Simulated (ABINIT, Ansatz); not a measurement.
# Cs2H6Pt (Fm-3m): G0W0 on several meshes in ABINIT

Aim: the GW shift of Cs2H6Pt (Fm-3m) against the k mesh.

Main program and level: ABINIT 10.8.3; LDA and many-body steps on it, plane waves.

### Step 1. The structure

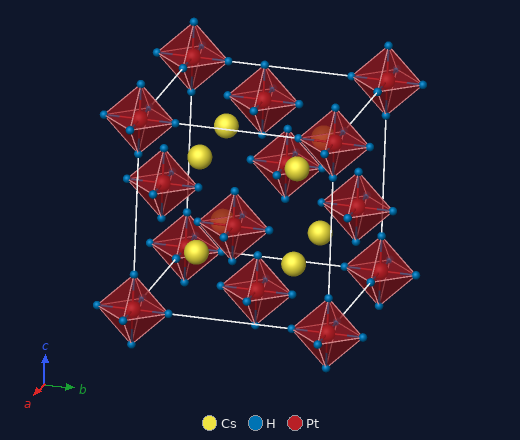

The starting structure, seen slightly off an axis (caesium yellow, hydrogen blue, platinum red). This picture shows the conventional cell, with its axes. Some periodic images of atoms are drawn too.

Coordinates:

```cif
data_structure
_symmetry_space_group_name_H-M 'P 1'
_symmetry_Int_Tables_number 1
_cell_length_a 6.3444
_cell_length_b 6.3444
_cell_length_c 6.3444
_cell_angle_alpha 60.000
_cell_angle_beta 60.000
_cell_angle_gamma 60.000
_cell_volume 180.58
loop_
_atom_site_label
_atom_site_type_symbol
_atom_site_fract_x
_atom_site_fract_y
_atom_site_fract_z
_atom_site_occupancy
Cs1 Cs 0.75000 0.75000 0.75000 1
Cs2 Cs 0.25000 0.25000 0.25000 1
H3 H 0.81686 0.81686 0.18314 1
H4 H 0.18314 0.81686 0.18314 1
H5 H 0.81686 0.18314 0.18314 1
H6 H 0.18314 0.18314 0.81686 1
H7 H 0.81686 0.18314 0.81686 1
H8 H 0.18314 0.81686 0.81686 1
Pt9 Pt 0.00000 0.00000 0.00000 1
```

The cell and positions are those that the Materials Project relaxed with its own functionals (PBE, PBE+U or r2SCAN), kept fixed. Spin-orbit coupling is left out unless a step names it.

### Step 2. Empty states on the mesh, 2×2×2 mesh, 344 bands

This step: ABINIT 10.8.3; DFT, LDA, plane waves, norm-conserving pseudopotentials.

The sums over transitions need many empty states on a uniform mesh; this step solves for them.

Input file run.abi:

```
acell 3*1.0 Angstrom
rprim 
  0.000000000000 4.486174700000 4.486174700000
  4.486174700000 0.000000000000 4.486174700000
  4.486174700000 4.486174700000 0.000000000000
ntypat 3
znucl 55 1 78
natom 9
typat 1 1 2 2 2 2 2 2 3
xred 
  0.750000000000 0.750000000000 0.750000000000
  0.250000000000 0.250000000000 0.250000000000
  0.816861770000 0.816861770000 0.183138230000
  0.183138230000 0.816861770000 0.183138230000
  0.816861770000 0.183138230000 0.183138230000
  0.183138230000 0.183138230000 0.816861770000
  0.816861770000 0.183138230000 0.816861770000
  0.183138230000 0.816861770000 0.816861770000
  0.000000000000 0.000000000000 0.000000000000
pp_dirpath "pseudos"
pseudos "Cs.upf, H.upf, Pt.upf"
ecut 34
ngkpt 2 2 2
nshiftk 1
shiftk 0 0 0
kptopt 1
chksymbreak 0
iscf -2
irdden 1
istwfk *1
nband 344
nbdbuf 30
tolwfr 1e-09
nstep 60
prtvol 0
indata_prefix "in"
outdata_prefix "out"
tmpdata_prefix "tmp"
```

Run with:

```sh
OMP_NUM_THREADS=1 mpirun -n 4 abinit run.abi > log
```

Numbers of over 12 decimals in the logs are rounded to 6 here.

Output:

```text
.Version 10.8.3 of ABINIT. v10.8.2 released Aug 2026.

 Symmetries : space group Fm -3 m (#225); Bravais cF (face-center cubic)
[... echo of the input left out ...]
== DATASET  1 ==================================================================
-   mpi_nproc: 4, omp_nthreads: 1 (-1 if OMP is not activated)
-    --> not optimal distribution: autoparal keyword recommended in input file <--

--- !DatasetInfo
iteration_state: {dtset: 1, }
dimensions: {natom: 9, nkpt: 3, mband: 344, nsppol: 1, nspinor: 1, nspden: 1, mpw: 11618, }
cutoff_energies: {ecut:  34.0, pawecutdg:  -1.0, }
[...]
2.84080    2.87096    2.87097    2.87099    2.88528    2.88529    2.88541    2.88743
   2.88753    2.88763    2.88836    2.89186    2.89206    2.89328    2.91243    2.91958
 prteigrs : prtvol=0 or 1, do not print more k-points.

== END DATASET(S) ==============================================================
================================================================================

 -outvars: echo values of variables after computation  --------
            nband         344
             nkpt           3
          spgroup         225
 [... the other variables as echoed above ...]

 Calculation completed.
```

It took 5.6 min on 4 MPI ranks of Arm Neoverse V1, shared host; peak memory 0.58 GiB; 22 min of CPU time.

This step gave:

```
gap                                                           : 3.620 eV
k of the valence top                                          : 0.5, 0.5, 0
k of the conduction bottom                                    : 0.5, 0.5, 0
least direct gap                                              : 3.620 eV
k points computed                                             : 3
lowest point of the top converged band, above the valence top : 73.8253 eV
```

On this mesh the gap is 3.620 eV.

The density comes from a self-consistent run that is not shown.

### Step 3. Screening, 2×2×2 mesh, 140 bands, screening to 114.3 eV

The RPA dielectric matrix is built and inverted for each q.

This step: RPA screening on LDA, plane waves, norm-conserving pseudopotentials.

Edit run.abi of step 2 so:

```diff
@@ -27,10 +27,11 @@
 chksymbreak 0
-iscf -2
-irdden 1
 istwfk *1
-nband 344
-nbdbuf 30
-tolwfr 1e-09
-nstep 60
-prtvol 0
+occopt 1
+irdwfk 1
+optdriver 3
+nband 140
+ecuteps 4.2
+inclvkb 2
+awtr 1
+symchi 1
 indata_prefix "in"
```

Output:

```text
.Version 10.8.3 of ABINIT. v10.8.2 released Aug 2026.

 Symmetries : space group Fm -3 m (#225); Bravais cF (face-center cubic)
[... echo of the input left out ...]
== DATASET  1 ==================================================================
-   mpi_nproc: 4, omp_nthreads: 1 (-1 if OMP is not activated)

--- !DatasetInfo
iteration_state: {dtset: 1, }
dimensions: {natom: 9, nkpt: 3, mband: 140, nsppol: 1, nspinor: 1, nspden: 1, mpw: 11618, }
cutoff_energies: {ecut:  34.0, pawecutdg:  -1.0, }
electrons: {nelect:   4.20000000E+01, charge:   0.00000000E+00, occopt:   1.00000000E+00, tsmear:   1.00000000E-02, }

 SCREENING: Calculation of the susceptibility and dielectric matrices

 Based on a program developped by R.W. Godby, V. Olevano, G. Onida, and L. Reining.
 Incorporated in ABINIT by V. Olevano, G.-M. Rignanese, and M. Torrent.
.Using double precision arithmetic ; gwpc =  8

[... cell and pseudopotentials left out ...]
--------------------------------------------------------------------------------

 ==== K-mesh for the wavefunctions ====
 Number of points in the irreducible wedge :     3
[... list of points left out ...]
 Together with 48 symmetry operations and time-reversal symmetry
 yields     8 points in the full Brillouin Zone.

 ==== Q-mesh for the screening function ====
 Number of points in the irreducible wedge :     3
[... list of points left out ...]
 Together with 48 symmetry operations and time-reversal symmetry
 yields     8 points in the full Brillouin Zone.

 setmesh: FFT mesh size selected  =    45x   45x   45
          total number of points  =        91125

 vcoul_init : cutoff-mode = AUXILIARY_FUNCTION
 q-points for optical limit:   1
     1)      0.000010    0.000020    0.000030

- screening: taking advantage of time-reversal symmetry
- Maximum band index for partially occupied states nbvw = 21
- Remaining bands to be divided among processors   nbcw = 119
- Number of bands treated by each node ~29

 Number of electrons calculated from density =   42.0000; Expected =   42.0000
 average of density, n =  0.034466
 r_s =    1.9062
 omega_plasma =   17.9082 [eV]

 calculating chi0 at frequencies [eV] :
  1    0.000000E+00    0.000000E+00
  2    0.000000E+00    1.790823E+01

--------------------------------------------------------------------------------
  q-point number  1        q = ( 0.000000, 0.000000, 0.000000) [r.l.u.]
--------------------------------------------------------------------------------
[... chi0 elements left out ...]
 For q-point:  0.000010 0.000020 0.000030
  dielectric constant =   2.7677
  dielectric constant without local fields =   3.5872

  Average fulfillment of the sum rule on Im[epsilon] for q-point    1 :     65.26  [%]
[... wings left out ...]
  q-point number  2        q = ( 0.500000, 0.000000, 0.000000) [r.l.u.]
--------------------------------------------------------------------------------
[... chi0 elements left out ...]
  Average fulfillment of the sum rule on Im[epsilon] for q-point    2 :     72.78  [%]

 [... 1 further q-points ...]
```

Wall time 42 s (4 MPI ranks); peak memory 2.2 GiB.

Numbers from this step:

* ε∞ with local fields, on this mesh, along the program's q direction: 2.768
* the same without local fields: 3.587
* plasma frequency: 17.91 eV
* plane waves in the screening matrix: 531

Local fields lower ε∞ by 23 %. On a Γ-centred mesh this coarse the value itself is usually too large, while a short band sum pulls it down.

### Step 4. 2×2×2

The self-energy is evaluated for the states that the input lists, and the levels follow from it, in one-shot runs by the linearised quasiparticle equation.

This step: G0W0 on LDA, plane waves, norm-conserving pseudopotentials.

Edit run.abi of step 3 so:

```diff
@@ -30,8 +30,17 @@
 irdwfk 1
-optdriver 3
+optdriver 4
 nband 140
+gwcalctyp 0
+ecutsigx 34
+symsigma 1
+nkptgw 2
+kptgw 
+  0.5000000000 0.5000000000 0.0000000000
+  0.0000000000 0.0000000000 0.0000000000
+bdgw 
+  20 23
+  19 24
 ecuteps 4.2
-inclvkb 2
-awtr 1
-symchi 1
+irdscr 1
+ppmodel 1
 indata_prefix "in"
```

Output:

```text
.Version 10.8.3 of ABINIT. v10.8.2 released Aug 2026.

 Symmetries : space group Fm -3 m (#225); Bravais cF (face-center cubic)
[... echo of the input left out ...]
== DATASET  1 ==================================================================
-   mpi_nproc: 4, omp_nthreads: 1 (-1 if OMP is not activated)

--- !DatasetInfo
iteration_state: {dtset: 1, }
dimensions: {natom: 9, nkpt: 3, mband: 140, nsppol: 1, nspinor: 1, nspden: 1, mpw: 11618, }
cutoff_energies: {ecut:  34.0, pawecutdg:  -1.0, }
electrons: {nelect:   4.20000000E+01, charge:   0.00000000E+00, occopt:   1.00000000E+00, tsmear:   1.00000000E-02, }

 SIGMA: Calculation of the GW corrections

 Based on a program developped by R.W. Godby, V. Olevano, G. Onida, and L. Reining.
 Incorporated in ABINIT by V. Olevano, G.-M. Rignanese, and M. Torrent.
.Using double precision arithmetic ; gwpc =  8

[... cell and pseudopotentials left out ...]
--------------------------------------------------------------------------------

 ==== K-mesh for the wavefunctions ====
 Number of points in the irreducible wedge :     3
[... list of points left out ...]
 Together with 48 symmetry operations and time-reversal symmetry
 yields     8 points in the full Brillouin Zone.

 ==== Q-mesh for screening function ====
 Number of points in the irreducible wedge :     3
[... list of points left out ...]
 Together with 48 symmetry operations and time-reversal symmetry
 yields     8 points in the full Brillouin Zone.

 vcoul_init : cutoff-mode = AUXILIARY_FUNCTION
 q-points for optical limit:   1
     1)      0.000010    0.000020    0.000030
 setmesh: FFT mesh size selected  =    64x   64x   64
          total number of points  =       262144

 Number of electrons calculated from density =   42.0000; Expected =   42.0000
 average of density, n =  0.034466
 r_s =    1.9062
 omega_plasma =   17.9082 [eV]

 === KS Band Gaps ===
  >>>> For spin  1
   Minimum direct gap =   3.6197 [eV], located at k-point      :   0.5000  0.5000  0.0000
   Fundamental gap    =   3.6197 [eV], Top of valence bands at :   0.5000  0.5000  0.0000
                                       Bottom of conduction at :   0.5000  0.5000  0.0000
 SIGMA fundamental parameters:
 PLASMON POLE MODEL  1
 number of plane-waves for SigmaX                11575
 number of plane-waves for SigmaC and W            531
 number of plane-waves for wavefunctions         11575
 number of bands                                   140
 number of independent spin polarizations            1
 number of spinorial components                      1
 number of k-points in IBZ                           3
 number of q-points in IBZ                           3
 number of symmetry operations                      48
 number of k-points in BZ                            8
 number of q-points in BZ                            8
 number of frequencies for dSigma/dE                 9
 frequency step for dSigma/dE [eV]                0.25
 number of omega for Sigma on real axis              0
 max omega for Sigma on real axis  [eV]           0.00
 zcut for avoiding poles [eV]                     0.10

 EPSILON^-1 parameters (SCR file):
 dimension of the eps^-1 matrix on file            531
 dimension of the eps^-1 matrix used               531
 number of plane-waves for wavefunctions         11575
 number of bands                                   140
 number of q-points in IBZ                           3
 number of frequencies                               2
 number of real frequencies                          1
 number of imag frequencies                          1

 matrix elements of self-energy operator (all in [eV])

 Perturbative Calculation

--- !SelfEnergy_ee
iteration_state: {dtset: 1, }
kpoint     : [   0.500,    0.500,    0.000, ]
spin       : 1
KS_gap     :    3.620
QP_gap     :    5.728
Delta_QP_KS:    2.108
data: !SigmaeeData |
     Band     E0 <VxcDFT>   SigX SigC(E0)      Z dSigC/dE  Sig(E)    E-E0       E
       20   0.336 -11.632 -14.548   1.844   0.814  -0.229 -12.504  -0.873  -0.536
       21   0.336 -11.632 -14.548   1.844   0.814  -0.229 -12.504  -0.873  -0.536
       22   3.956  -8.855  -5.241  -2.169   0.855  -0.170  -7.620   1.235   5.191
       23   5.729  -8.392  -4.051  -2.682   0.857  -0.166  -6.969   1.422   7.151

--- !SelfEnergy_ee
iteration_state: {dtset: 1, }
kpoint     : [   0.000,    0.000,    0.000, ]
spin       : 1
KS_gap     :    4.672
QP_gap     :    6.687
Delta_QP_KS:    2.016
data: !SigmaeeData |
     Band     E0 <VxcDFT>   SigX SigC(E0)      Z dSigC/dE  Sig(E)    E-E0       E
       19  -0.196 -10.896 -13.856   1.848   0.812  -0.232 -11.798  -0.902  -1.098
       20  -0.196 -10.896 -13.856   1.848   0.812  -0.232 -11.798  -0.902  -1.098
       21  -0.196 -10.896 -13.856   1.848   0.812  -0.232 -11.798  -0.902  -1.098
       22   4.475  -6.657  -2.750  -2.619   0.865  -0.156  -5.543   1.114   5.589
       23   4.998 -10.532  -6.242  -2.392   0.847  -0.180  -8.924   1.609   6.606
       24   4.998 -10.532  -6.242  -2.392   0.847  -0.180  -8.924   1.609   6.606

== END DATASET(S) ==============================================================
================================================================================

 -outvars: echo values of variables after computation  --------
           etotal      0.0000000000E+00
            nband         140
             nkpt           3
          spgroup         225
 [... the other variables as echoed above ...]

 Calculation completed.
```

Wall time 22 s (4 MPI ranks); peak memory 1.6 GiB.

This step gave:

| Property | Result |
| --- | --- |
| G0W0 gap on the points computed | 5.727 eV |
| starting gap on the mesh | 3.620 eV |
| k of the valence top | 0.5, 0.5, 0 |
| k of the conduction bottom | 0.5, 0.5, 0 |
| Z at the valence top | 0.814 |
| Z at the conduction bottom | 0.855 |
| least direct G0W0 gap on the computed points | 5.727 eV |

The gap on the mesh goes from 3.62 eV to 5.73 eV, a correction of +2.11 eV.

### Step 5. Empty states on the mesh, 4×4×4 mesh, 154 bands

This step: DFT, LDA, plane waves, norm-conserving pseudopotentials.

Edit run.abi of step 4 so:

```diff
@@ -22,3 +22,3 @@
 ecut 34
-ngkpt 2 2 2
+ngkpt 4 4 4
 nshiftk 1
@@ -27,20 +27,10 @@
 chksymbreak 0
+iscf -2
+irdden 1
 istwfk *1
-occopt 1
-irdwfk 1
-optdriver 4
-nband 140
-gwcalctyp 0
-ecutsigx 34
-symsigma 1
-nkptgw 2
-kptgw 
-  0.5000000000 0.5000000000 0.0000000000
-  0.0000000000 0.0000000000 0.0000000000
-bdgw 
-  20 23
-  19 24
-ecuteps 4.2
-irdscr 1
-ppmodel 1
+nband 154
+nbdbuf 14
+tolwfr 1e-09
+nstep 60
+prtvol 0
 indata_prefix "in"
```

Output:

```text
.Version 10.8.3 of ABINIT. v10.8.2 released Aug 2026.

 Symmetries : space group Fm -3 m (#225); Bravais cF (face-center cubic)
[... echo of the input left out ...]
== DATASET  1 ==================================================================
-   mpi_nproc: 4, omp_nthreads: 1 (-1 if OMP is not activated)

--- !DatasetInfo
iteration_state: {dtset: 1, }
dimensions: {natom: 9, nkpt: 8, mband: 154, nsppol: 1, nspinor: 1, nspden: 1, mpw: 11618, }
cutoff_energies: {ecut:  34.0, pawecutdg:  -1.0, }
[...]
1.42968    1.44861    1.44861    1.46371    1.46371    1.46371    1.49060    1.49060
   1.49061    1.49350    1.49350    1.49350    1.52184    1.52489    1.52489    1.52492
   1.52810    1.52813
 prteigrs : prtvol=0 or 1, do not print more k-points.

== END DATASET(S) ==============================================================
================================================================================

 -outvars: echo values of variables after computation  --------
            nband         154
             nkpt           8
          spgroup         225
 [... the other variables as echoed above ...]

 Calculation completed.
```

Run time: 3.2 min. Hardware: 4 MPI ranks; peak memory 0.65 GiB.

This step gave:

```
gap                                                           : 3.620 eV
k of the valence top                                          : 0.5, 0.5, 0
k of the conduction bottom                                    : 0.5, 0.5, 0
least direct gap                                              : 3.620 eV
k points computed                                             : 8
lowest point of the top converged band, above the valence top : 38.42 eV
```

On this mesh the gap is 3.620 eV.

### Step 6. Screening, 4×4×4 mesh, 140 bands, screening to 114.3 eV

This step: RPA screening on LDA, plane waves, norm-conserving pseudopotentials.

Edit run.abi of step 5 so:

```diff
@@ -27,10 +27,11 @@
 chksymbreak 0
-iscf -2
-irdden 1
 istwfk *1
-nband 154
-nbdbuf 14
-tolwfr 1e-09
-nstep 60
-prtvol 0
+occopt 1
+irdwfk 1
+optdriver 3
+nband 140
+ecuteps 4.2
+inclvkb 2
+awtr 1
+symchi 1
 indata_prefix "in"
```

Output:

```text
.Version 10.8.3 of ABINIT. v10.8.2 released Aug 2026.

 Symmetries : space group Fm -3 m (#225); Bravais cF (face-center cubic)
[... echo of the input left out ...]
== DATASET  1 ==================================================================
-   mpi_nproc: 4, omp_nthreads: 1 (-1 if OMP is not activated)

--- !DatasetInfo
iteration_state: {dtset: 1, }
dimensions: {natom: 9, nkpt: 8, mband: 140, nsppol: 1, nspinor: 1, nspden: 1, mpw: 11618, }
cutoff_energies: {ecut:  34.0, pawecutdg:  -1.0, }
electrons: {nelect:   4.20000000E+01, charge:   0.00000000E+00, occopt:   1.00000000E+00, tsmear:   1.00000000E-02, }

 SCREENING: Calculation of the susceptibility and dielectric matrices

 Based on a program developped by R.W. Godby, V. Olevano, G. Onida, and L. Reining.
 Incorporated in ABINIT by V. Olevano, G.-M. Rignanese, and M. Torrent.
.Using double precision arithmetic ; gwpc =  8

[... cell and pseudopotentials left out ...]
--------------------------------------------------------------------------------

 ==== K-mesh for the wavefunctions ====
 Number of points in the irreducible wedge :     8
[... list of points left out ...]
 Together with 48 symmetry operations and time-reversal symmetry
 yields    64 points in the full Brillouin Zone.

 ==== Q-mesh for the screening function ====
 Number of points in the irreducible wedge :     8
[... list of points left out ...]
 Together with 48 symmetry operations and time-reversal symmetry
 yields    64 points in the full Brillouin Zone.

 setmesh: FFT mesh size selected  =    45x   45x   45
          total number of points  =        91125

 vcoul_init : cutoff-mode = AUXILIARY_FUNCTION
 q-points for optical limit:   1
     1)      0.000010    0.000020    0.000030

- screening: taking advantage of time-reversal symmetry
- Maximum band index for partially occupied states nbvw = 21
- Remaining bands to be divided among processors   nbcw = 119
- Number of bands treated by each node ~29

 Number of electrons calculated from density =   42.0000; Expected =   42.0000
 average of density, n =  0.034466
 r_s =    1.9062
 omega_plasma =   17.9082 [eV]

 calculating chi0 at frequencies [eV] :
  1    0.000000E+00    0.000000E+00
  2    0.000000E+00    1.790823E+01

--------------------------------------------------------------------------------
  q-point number  1        q = ( 0.000000, 0.000000, 0.000000) [r.l.u.]
--------------------------------------------------------------------------------
[... chi0 elements left out ...]
 For q-point:  0.000010 0.000020 0.000030
  dielectric constant =   2.6767
  dielectric constant without local fields =   3.4887

  Average fulfillment of the sum rule on Im[epsilon] for q-point    1 :     65.31  [%]
[... wings left out ...]
  q-point number  2        q = ( 0.250000, 0.000000, 0.000000) [r.l.u.]
--------------------------------------------------------------------------------
[... chi0 elements left out ...]
  Average fulfillment of the sum rule on Im[epsilon] for q-point    2 :     79.04  [%]

 [... 6 further q-points ...]
```

The job ended after 6 min (4 MPI ranks; peak memory 3.8 GiB; 24 min of CPU time).

This step gave:

- ε∞ with local fields, on this mesh, along the program's q direction: 2.677
- the same without local fields: 3.489
- plasma frequency: 17.91 eV
- plane waves in the screening matrix: 531

[end of part 1 of 2]

[Paths, hosts, dates, memory and timing lines, banners, echoed tables and standing remarks are left out of the program output.]

[Logs are printed without paths, hosts, clocks, repeated set-up lines and the standing remarks that a program may print on its own settings, such as how far it seeks lower states.]

[Runs of the session that timed out or met a known fault of the program may be left out.]

[Hosts, paths, dates, database ids (printed as entryN), source tags and the programs' standing remarks are cut or masked in the printed files.]

[G0W0 gaps are taken among the corrected bands and points alone; a level outside them can change the order at an edge.]

[Where Ansatz stands beside ABINIT at settings called matched, ABINIT's density can come from a denser mesh and the files from another edition; pairs whose starting gaps differed by over 0.03 eV were left out, so agreement reads better than it is.]
